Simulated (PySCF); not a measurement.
CH₆AlBO₄, SMILES OB(O)[CH2][Al]([OH])[OH] at its B3LYP/def2-SVP optimised geometry (Å):

```
13

B      0.0894    -0.3602     0.0000
O     -0.5491    -1.5699     0.0231
O      1.4565    -0.3602     0.0000
C     -0.7781     0.9672     0.0000
Al     0.0444     2.2640     1.1777
O     -0.5643     3.2859     2.3972
O      1.7445     2.2949     0.9046
H      0.0908    -2.2949     0.0505
H      1.8477     0.5239     0.1308
H     -0.6732     1.4279    -1.0035
H     -1.8477     0.7657     0.1579
H     -1.4758     3.3645     2.6908
H      2.3891     2.8389     1.3674
```

Computed with B3LYP/def2-TZVP (PySCF). Cells within 0.4 Å of a nucleus heavier than hydrogen are left out (blank, or x).

Map of the log10 of the electron density (e/bohr³), floored at −4 on the plane z = 0.6 Å:

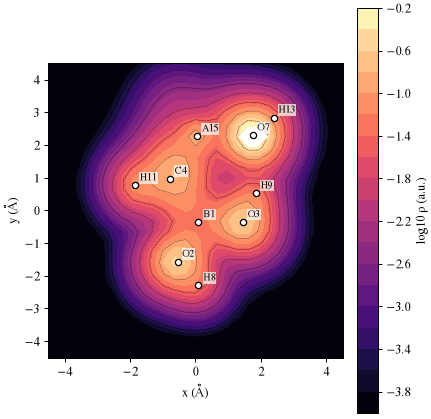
*Log10 of the electron density (e/bohr³), floored at −4 on the plane z = 0.6 Å.*
